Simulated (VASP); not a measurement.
# TiO2 (Anatase): cell size against the level of theory, part 2 of 3

How close do the usual functionals, with and without dispersion, come to the cell of TiO2 (Anatase)? The start is a cell from a database of measured crystal structures.

VASP 6.6.1, plane waves and PAW; the level of theory is named at each step.

Still holding for the runs below: This run has no spin polarisation, although Ti can carry a moment.

So far. Step 2 (Relaxation with PBE): It ends with a largest force of 0.008 eV/Å and a pressure of 0.04 GPa. The volume lies +3.0 % from that of the database's start. The conventional cell has a = 3.803 and c = 9.711 Å.

## Step 3: Relaxation with LDA

This step: LDA; plane waves and PAW (Ti_sv, O) (VASP 6.6.1).

LDA, the lowest rung, knows the local density alone.

INCAR reads:

```
SYSTEM = TiO2
PREC = Accurate
ENCUT = 560
EDIFF = 1E-06
NELM = 100
ISMEAR = -1
SIGMA = 0.05
LREAL = .FALSE.
ALGO = Normal
GGA = CA
NBANDS = 30
LASPH = .TRUE.
LORBIT = 11
LWAVE = .FALSE.
LCHARG = .FALSE.
KPAR = 2
IBRION = 2
NSW = 60
ISIF = 3
EDIFFG = -0.01
```

POSCAR reads:

```
TiO2
1.0
    0.0000000000     -3.7850000000      0.0000000000
   -3.7850000000      0.0000000000      0.0000000000
    1.8925000000     -1.8925000000     -4.7598000000
Ti O
2 4
Direct
    0.0000000000      0.0000000000      0.0000000000
    0.7500000000      0.7500000000      0.5000000000
    0.2101700000      0.7898300000      0.5796600000
    0.9601700000      0.5398300000      0.0796600000
    0.5398300000      0.9601700000      0.9203400000
    0.7898300000      0.2101700000      0.4203400000
```

KPOINTS reads:

```
Automatic mesh
0
Gamma
6 6 6
0 0 0
```

Potentials, in the order of the species: Ti_sv and O (PBE family, release 64).

Command:

```sh
$ mpirun -np 2 vasp_std
```

The program printed:

```text
[banner, memory and clock lines left out]
running    2 mpi-ranks, on    1 nodes
 distrk:  each k-point on    1 cores,    2 groups
 distr:  one band on    1 cores,    1 groups

 POSCAR found type information on POSCAR TiO
 POSCAR found :  2 types and       6 ions
|                                                                             |
|               ----> ADVICE to this user running VASP <----                  |
|                                                                             |
|     You enforced a specific xc type in the INCAR file but a different       |
|     [... a line on the potential file left out ...]
|     I HOPE YOU KNOW WHAT YOU ARE DOING!                                     |
|                                                                             |

 LDA part: xc-table for (Slater(with rela. corr.)+CA(PZ))
 , standard interpolation
 POSCAR, INCAR and KPOINTS ok, starting setup
 FFT: planning ... GRIDC
 FFT: planning ... GRID_SOFT
 FFT: planning ... GRID
 WAVECAR not read
 entering main loop
       N       E                     dE             d eps       ncg     rms          rms(c)
DAV:   1     0.680867218850E+03    0.68087E+03   -0.25715E+04  1800   0.194E+03
DAV:   2     0.417450297644E+02   -0.63912E+03   -0.60958E+03  1926   0.560E+02
DAV:   3    -0.701008921056E+02   -0.11185E+03   -0.10851E+03  2736   0.209E+02
DAV:   4    -0.751339908352E+02   -0.50331E+01   -0.50263E+01  2548   0.457E+01
DAV:   5    -0.753480097994E+02   -0.21402E+00   -0.21395E+00  2496   0.767E+00    0.322E+01
DAV:   6    -0.596835602360E+02    0.15664E+02   -0.99566E+01  2338   0.967E+01    0.120E+01
DAV:   7    -0.592235885554E+02    0.45997E+00   -0.15838E+01  2374   0.325E+01    0.885E+00
DAV:   8    -0.591074325649E+02    0.11616E+00   -0.34955E+00  2212   0.190E+01    0.389E+00
DAV:   9    -0.589468781751E+02    0.16055E+00   -0.10478E+00  2218   0.984E+00    0.104E+00
DAV:  10    -0.589555177657E+02   -0.86396E-02   -0.10620E-01  2136   0.247E+00    0.512E-01
DAV:  11    -0.589507141900E+02    0.48036E-02   -0.23930E-02  2148   0.100E+00    0.721E-02
DAV:  12    -0.589509222851E+02   -0.20810E-03   -0.18132E-03  2046   0.475E-01    0.151E-01
DAV:  13    -0.589507465556E+02    0.17573E-03   -0.52775E-04  2192   0.234E-01    0.332E-02
DAV:  14    -0.589507438366E+02    0.27190E-05   -0.66452E-05  2484   0.744E-02    0.111E-02
DAV:  15    -0.589507439186E+02   -0.81951E-07   -0.10815E-05  2310   0.330E-02    0.519E-03
DAV:  16    -0.589507438348E+02    0.83794E-07   -0.44408E-07   984   0.712E-03
   1 F= -.58950744E+02 E0= -.58950744E+02  d E =-.589507E+02
 curvature:   0.00 expect dE= 0.000E+00 dE for cont linesearch  0.000E+00
 trial: gam= 0.00000 g(F)=  0.284E-01 g(S)=  0.203E+00 ort = 0.000E+00 (trialstep = 0.100E+01)
 search vector abs. value=  0.231E+00
 bond charge predicted
       N       E                     dE             d eps       ncg     rms          rms(c)
DAV:   1    -0.604951098730E+02   -0.15444E+01   -0.58102E+01  2440   0.771E+01    0.122E+01
DAV:   2    -0.591310588896E+02    0.13641E+01   -0.52721E+00  2280   0.213E+01    0.484E+00
DAV:   3    -0.588427044758E+02    0.28835E+00   -0.18904E+00  2056   0.998E+00    0.114E+00
DAV:   4    -0.588713179571E+02   -0.28613E-01   -0.42134E-01  2178   0.311E+00    0.847E-01
DAV:   5    -0.588765944544E+02   -0.52765E-02   -0.14356E-02  2264   0.994E-01    0.595E-01
DAV:   6    -0.588947305962E+02   -0.18136E-01   -0.33956E-02  2216   0.106E+00    0.434E-01
DAV:   7    -0.588985752994E+02   -0.38447E-02   -0.18400E-02  2654   0.874E-01    0.893E-02
DAV:   8    -0.588987777814E+02   -0.20248E-03   -0.65333E-04  2640   0.173E-01    0.362E-02
DAV:   9    -0.588988746211E+02   -0.96840E-04   -0.22315E-04  2768   0.744E-02    0.908E-03
DAV:  10    -0.588988784289E+02   -0.38078E-05   -0.21544E-05  2234   0.248E-02    0.423E-03
DAV:  11    -0.588988783124E+02    0.11652E-06   -0.19583E-06  1448   0.843E-03
   2 F= -.58898878E+02 E0= -.58898878E+02  d E =0.518655E-01
[... from here on, the cycles between the ionic steps are left out ...]
   3 F= -.59000751E+02 E0= -.59000751E+02  d E =-.500069E-01
   4 F= -.59000754E+02 E0= -.59000754E+02  d E =-.500103E-01
   5 F= -.59001274E+02 E0= -.59001274E+02  d E =-.519680E-03
   6 F= -.59001290E+02 E0= -.59001290E+02  d E =-.536214E-03
   7 F= -.59001638E+02 E0= -.59001638E+02  d E =-.347457E-03
   8 F= -.59001814E+02 E0= -.59001814E+02  d E =-.523609E-03
   9 F= -.59001969E+02 E0= -.59001969E+02  d E =-.154588E-03
  10 F= -.59002262E+02 E0= -.59002262E+02  d E =-.448228E-03
  11 F= -.59002086E+02 E0= -.59002086E+02  d E =-.272175E-03
 curvature:   5.05 expect dE= 0.185E-02 dE for cont linesearch  0.591E-03
 ZBRENT: bracketing found
 ZBRENT: interpolating
 opt :   0.8301  next Energy=   -59.002322 (dE=-0.508E-03)
 bond charge predicted
       N       E                     dE             d eps       ncg     rms          rms(c)
DAV:   1    -0.590034901534E+02   -0.14046E-02   -0.32591E-01  1800   0.473E+00    0.318E-01
DAV:   2    -0.590029568371E+02    0.53332E-03   -0.13113E-02  1972   0.906E-01    0.172E-01
DAV:   3    -0.590023276100E+02    0.62923E-03   -0.14000E-03  2108   0.329E-01    0.393E-02
DAV:   4    -0.590023183557E+02    0.92543E-05   -0.24108E-04  2394   0.133E-01    0.223E-02
DAV:   5    -0.590023165526E+02    0.18031E-05   -0.23061E-05  2202   0.480E-02    0.110E-02
DAV:   6    -0.590023167266E+02   -0.17401E-06   -0.27514E-06  1662   0.151E-02
  12 F= -.59002317E+02 E0= -.59002317E+02  d E =-.502738E-03
 curvature:  -0.51 expect dE=-0.170E-04 dE for cont linesearch -0.507E-07
 trial: gam=-0.00882 g(F)=  0.142E-04 g(S)=  0.191E-04 ort =-0.239E-04 (trialstep = 0.276E+00)
 search vector abs. value=  0.342E-04
 reached required accuracy - stopping structural energy minimisation
```

The job ended after 93 s (2 MPI ranks of Intel Xeon 6975P-C (Granite Rapids), shared host; peak memory 0.4 GiB; 3.1 min of CPU time).

From OUTCAR (step 3):

```text
 Found     30 irreducible k-points:

   NELECT =      48.0000    total number of electrons

 E-fermi :   4.3291

 k-point     1 :       0.0000    0.0000    0.0000
  band No.  band energies     occupation
    ...
     20       2.4714      2.00000
     21       2.4908      2.00000
     22       2.4908      2.00000
     23       2.7593      2.00000
     24       2.7593      2.00000
     25       5.3113      0.00000
     26       6.1030      0.00000
     27       7.3151      0.00000
     28       7.3151      0.00000
     29       7.3448      0.00000
    ...

 k-point     2 :       0.1667    0.0000    0.0000
  band No.  band energies     occupation
    ...
     20       1.9101      2.00000
     21       2.1938      2.00000
     22       2.4583      2.00000
     23       2.5217      2.00000
     24       2.7840      2.00000
     25       5.9227      0.00000
     26       6.2234      0.00000
     27       6.7690      0.00000
     28       6.9961      0.00000
     29       7.2439      0.00000
    ...

  Total        0.0121741      0.0121741     -0.0456559      0.0000000      0.0000000      0.0000000
  in kB        0.2934868      0.2934868     -1.1006496      0.0000000      0.0000000      0.0000000
  external PRESSURE =      -0.1712253 kB  Pullay stress =       0.0000000 kB

  energy-cutoff  :      560.00
  volume of cell :       66.46
      direct lattice vectors                 reciprocal lattice vectors
     0.000000000 -3.746408267  0.000000000     0.000000000 -0.266922324  0.105594611
    -3.746408267  0.000000000  0.000000000    -0.266922324 -0.000000000 -0.105594611
     1.873204133 -1.873204133 -4.735090139    -0.000000000 -0.000000000 -0.211189221

 POSITION                                       TOTAL-FORCE (eV/Angst)
 -----------------------------------------------------------------------------------
     -0.00000     -0.00000     -0.00000        -0.000000      0.000000      0.000000
     -1.87320     -3.74641     -2.36755        -0.000000     -0.000000      0.000000
     -1.87320     -1.87320     -2.76456        -0.000000      0.000000     -0.008564
     -1.87320     -3.74641     -0.39702        -0.000000      0.000000     -0.008564
     -1.87320     -3.74641     -4.33807         0.000000     -0.000000      0.008564
      0.00000     -3.74641     -1.97053         0.000000     -0.000000      0.008564
 -----------------------------------------------------------------------------------
    total drift:                               -0.000000     -0.000000     -0.000000

  FREE ENERGIE OF THE ION-ELECTRON SYSTEM (eV)
  ---------------------------------------------------
  free  energy   TOTEN  =       -59.0023167266 eV

  energy  without entropy=      -59.0023167266  energy(sigma->0) =      -59.00231673

 total charge
# of ion       s       p       d       tot
------------------------------------------
    1        2.236   6.327   1.817  10.380
    2        2.236   6.327   1.817  10.380
    3        1.558   3.492   0.000   5.050
    4        1.558   3.492   0.000   5.050
    5        1.558   3.492   0.000   5.050
    6        1.558   3.492   0.000   5.050
--------------------------------------------------
tot         10.704  26.622   3.634  40.960

[... 9 parts as in an earlier step ...]

[... 5 further parts left out ...]
```

The PAW data sets were made with PBE, though LDA sets exist; this is a small mismatch.

Relaxation path:

```tsv
step	energy less that of the first step (eV)	largest force (eV/Å)	pressure (GPa)	volume (Å³)
1	0.0000	0.3835	-6.72	68.19
2	0.0519	0.4800	11.36	63.59
3	-0.0500	0.0707	0.10	66.23
4	-0.0500	0.0636	0.19	66.19
5	-0.0505	0.0175	0.11	66.28
6	-0.0505	0.0083	0.08	66.30
7	-0.0509	0.0146	-0.17	66.39
8	-0.0511	0.0244	-0.51	66.52
9	-0.0512	0.0221	-0.45	66.51
10	-0.0515	0.0141	-0.22	66.48
11	-0.0513	0.0027	0.23	66.42
12	-0.0516	0.0086	-0.02	66.46
```

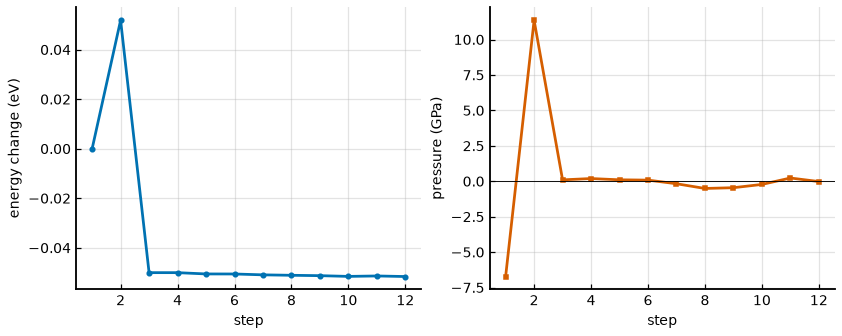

Energy and pressure along the relaxation.

```tsv
conventional cell, symmetrised	before	after	change
a (Å)	3.785	3.746	-1.0 %
b (Å)	3.785	3.746	-1.0 %
c (Å)	9.520	9.470	-0.5 %
volume (Å³/atom)	11.36	11.08	-2.5 %
```

The atoms that moved most (Å, as changes of fractional coordinates times the final cell):

```tsv
atom	dx	dy	dz	length
O4	0.000	0.000	-0.020	0.020
O5	0.000	0.000	0.020	0.020
O6	0.000	0.000	0.020	0.020
O3	0.000	0.000	-0.020	0.020
```

Final coordinates:

```cif
data_structure
_symmetry_space_group_name_H-M 'P 1'
_symmetry_Int_Tables_number 1
_cell_length_a 3.7464
_cell_length_b 3.7464
_cell_length_c 5.4258
_cell_angle_alpha 110.197
_cell_angle_beta 69.803
_cell_angle_gamma 90.000
_cell_volume 66.46
loop_
_atom_site_label
_atom_site_type_symbol
_atom_site_fract_x
_atom_site_fract_y
_atom_site_fract_z
_atom_site_occupancy
Ti1 Ti 0.00000 0.00000 0.00000 1
Ti2 Ti 0.75000 0.75000 0.50000 1
O3 O 0.20808 0.79192 0.58385 1
O4 O 0.95808 0.54192 0.08385 1
O5 O 0.54192 0.95808 0.91615 1
O6 O 0.79192 0.20808 0.41615 1
```

Numbers from this step:

| Property | Result |
| --- | --- |
| free energy (TOTEN) | -59.0023 eV |
| Fermi energy | 4.329 eV |
| pressure | -0.01712 GPa |
| SCF cycles over all ionic steps | 91 |
| gap on the k-mesh | 2.088 eV |
| least direct gap on the k-mesh | 2.407 eV |

It ends at 11.08 Å³/atom, -2.5 % from the start, with -0.02 GPa left. The conventional cell has a = 3.746 and c = 9.470 Å.

## Step 4: Relaxation with r2SCAN

This step: r2SCAN; plane waves and PAW (Ti_sv, O) (VASP 6.6.1).

r2SCAN adds the kinetic-energy density, costs more than a GGA and is run with LASPH.

INCAR, as its differences from that of step 3:

```diff
@@ -9,5 +9,5 @@
 ALGO = Normal
-GGA = CA
+METAGGA = R2SCAN
+LASPH = .TRUE.
 NBANDS = 30
-LASPH = .TRUE.
 LORBIT = 11
```

POSCAR is that of step 3.

KPOINTS is that of step 3.

Command:

```sh
$ mpirun -np 2 vasp_std
```

The program printed:

```text
[banner, memory and clock lines left out]
running    2 mpi-ranks, on    1 nodes
[...]
[... a notice as in an earlier step ...]

 LDA part: xc-table for (None), standard interpolation
 POSCAR, INCAR and KPOINTS ok, starting setup
[...]
entering main loop
       N       E                     dE             d eps       ncg     rms          rms(c)
DAV:   1     0.688106001032E+03    0.68811E+03   -0.26149E+04  1800   0.198E+03
DAV:   2     0.193539063563E+02   -0.66875E+03   -0.64007E+03  1930   0.579E+02
DAV:   3    -0.958887485217E+02   -0.11524E+03   -0.11243E+03  2704   0.217E+02
DAV:   4    -0.101620124537E+03   -0.57314E+01   -0.57218E+01  2596   0.482E+01
[...]
DAV:  13    -0.698510556469E+02    0.35926E-04   -0.54755E-04  2526   0.177E-01    0.194E-02
DAV:  14    -0.698510496072E+02    0.60397E-05   -0.33689E-05  2100   0.465E-02    0.710E-03
DAV:  15    -0.698510499340E+02   -0.32686E-06   -0.41165E-06  1888   0.163E-02
   1 F= -.69851050E+02 E0= -.69851050E+02  d E =-.698510E+02
[... from here on, the cycles between the ionic steps are left out ...]
   2 F= -.69859606E+02 E0= -.69859606E+02  d E =-.855588E-02
   3 F= -.69860358E+02 E0= -.69860358E+02  d E =-.930853E-02
   4 F= -.69861509E+02 E0= -.69861509E+02  d E =-.115095E-02
   5 F= -.69861814E+02 E0= -.69861814E+02  d E =-.145540E-02
   6 F= -.69862450E+02 E0= -.69862450E+02  d E =-.635877E-03
   7 F= -.69863667E+02 E0= -.69863667E+02  d E =-.185302E-02
   8 F= -.69862956E+02 E0= -.69862956E+02  d E =-.114189E-02
   9 F= -.69863897E+02 E0= -.69863897E+02  d E =-.208291E-02
  10 F= -.69863955E+02 E0= -.69863955E+02  d E =-.579960E-04
 trial-energy change:   -0.000058  1 .order   -0.000070   -0.000115   -0.000024
 step:   0.5526(harm=  0.5526)  dis= 0.00110  next Energy=   -69.863969 (dE=-0.726E-04)
 reached required accuracy - stopping structural energy minimisation
```

Elapsed: 5.7 min, on 2 MPI ranks; peak memory 0.46 GiB; 11 min of CPU time.

Parts of OUTCAR (step 4):

```text
  Total        0.0263173      0.0263173      0.0316668      0.0000000      0.0000000      0.0000000
  in kB        0.6137388      0.6137388      0.7384937      0.0000000      0.0000000      0.0000000
  external PRESSURE =       0.6553237 kB  Pullay stress =       0.0000000 kB

 POSITION                                       TOTAL-FORCE (eV/Angst)
 -----------------------------------------------------------------------------------
     -0.00000     -0.00000     -0.00000         0.000000      0.000000     -0.000000
     -1.89306     -3.78611     -2.39635        -0.000000     -0.000000     -0.000000
     -1.89306     -1.89306     -2.80445         0.000000      0.000000      0.001081
     -1.89306     -3.78611     -0.40809         0.000000      0.000000      0.001081
     -1.89306     -3.78611     -4.38461         0.000000      0.000000     -0.001081
      0.00000     -3.78611     -1.98826         0.000000      0.000000     -0.001081
 -----------------------------------------------------------------------------------
    total drift:                               -0.000000     -0.000000     -0.000000

  FREE ENERGIE OF THE ION-ELECTRON SYSTEM (eV)
  ---------------------------------------------------
  free  energy   TOTEN  =       -69.8639547696 eV

  energy  without entropy=      -69.8639547696  energy(sigma->0) =      -69.86395477

[... 2 parts as in an earlier step ...]

[... 2 further parts left out ...]
[key lines of the parts left out:]
E-fermi :   4.2006
```

The PAW data sets were made with PBE, which is usual practice but a small mismatch for other functionals.

The steps of the relaxation:

```tsv
step	energy less that of the first step (eV)	largest force (eV/Å)	pressure (GPa)	volume (Å³)
1	0.0000	0.2806	0.38	68.19
2	-0.0086	0.0310	0.32	68.45
3	-0.0093	0.0411	0.29	68.39
4	-0.0105	0.0488	-0.26	68.61
5	-0.0108	0.0539	-0.67	68.76
6	-0.0114	0.0435	-0.52	68.74
7	-0.0126	0.0140	-0.09	68.68
8	-0.0119	0.0469	0.78	68.56
9	-0.0128	0.0060	0.22	68.64
10	-0.0129	0.0011	0.07	68.70
```

```tsv
conventional cell, symmetrised	before	after	change
a (Å)	3.785	3.786	+0.0 %
b (Å)	3.785	3.786	+0.0 %
c (Å)	9.520	9.585	+0.7 %
volume (Å³/atom)	11.36	11.45	+0.8 %
```

The atoms that moved most (Å, as changes of fractional coordinates times the final cell):

```tsv
atom	dx	dy	dz	length
O5	0.000	0.000	0.026	0.026
O4	0.000	0.000	-0.026	0.026
O3	0.000	0.000	-0.026	0.026
O6	0.000	0.000	0.026	0.026
```

The relaxed structure:

```cif
data_structure
_symmetry_space_group_name_H-M 'P 1'
_symmetry_Int_Tables_number 1
_cell_length_a 3.7861
_cell_length_b 3.7861
_cell_length_c 5.4898
_cell_angle_alpha 110.172
_cell_angle_beta 69.828
_cell_angle_gamma 90.000
_cell_volume 68.70
loop_
_atom_site_label
_atom_site_type_symbol
_atom_site_fract_x
_atom_site_fract_y
_atom_site_fract_z
_atom_site_occupancy
Ti1 Ti 0.00000 0.00000 0.00000 1
Ti2 Ti 0.75000 0.75000 0.50000 1
O3 O 0.20743 0.79257 0.58515 1
O4 O 0.95743 0.54257 0.08515 1
O5 O 0.54257 0.95743 0.91485 1
O6 O 0.79257 0.20743 0.41485 1
```

It ends at 11.45 Å³/atom, +0.8 % from the start, with 0.07 GPa left. The conventional cell has a = 3.786 and c = 9.585 Å.

(Part 2 of 3 ends here.)

[Lines on the potential files, build, host, timing and source positions are cut from VASP's logs without a mark.]

[Logs are printed without paths, hosts, clocks, repeated set-up lines and the standing remarks that a program may print on its own settings, such as how far it seeks lower states.]

[Hosts, paths, dates, database ids (printed as entryN), source tags and the programs' standing remarks are cut or masked in the printed files.]

[A measured line is paired with the nearest computed mode of its activity, which favours agreement.]

[In band tables of VASP the shares of atoms and orbitals are scaled to a sum of 1 inside the atoms' spheres.]
